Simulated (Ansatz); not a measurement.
Base system: MgO in the rock salt structure (space group Fm-3m, No. 225; a = 4.215 Å). Axes: x, y, z lie along the cube axes.

It is then changed as follows: uniaxial strain ε_yy = +0.35 %, all other strain components held at zero, atoms relaxed at fixed cell.

All numbers come from PBEsol/PAW in Ansatz (a program for electronic structure), without spin-orbit coupling, earlier PAW set.

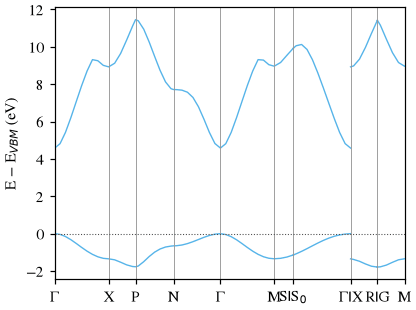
Fig. 1. Highest valence and lowest conduction band along the path of the changed cell's own zone

Read the changed gap and its character from the plot.

About 4.6 eV, direct at Γ.

Stability against distortions was not tested. k-point labels follow each cell's own Brillouin zone.
